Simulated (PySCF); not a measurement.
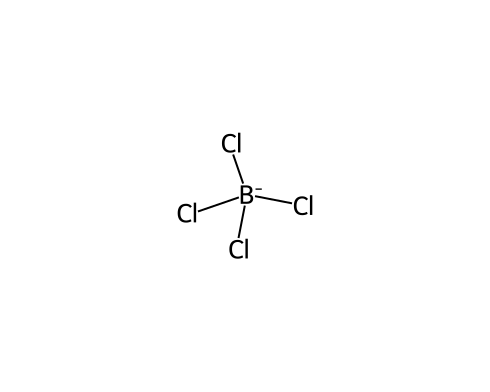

State: charge −1, singlet. Computed geometry: GFN2-xTB optimisation. No frequency run is at hand to confirm it as a minimum. Level of theory: PBE0/pcSseg-1, gas phase (PySCF 2.14.0).

### What is the HOMO energy (Kohn–Sham orbital)?

−3.60 eV.

The geometry is semi-empirical. Around B such bond lengths and angles can be off by a tenth of an ångström or more and by several degrees, and values that hang on the shape move with them.
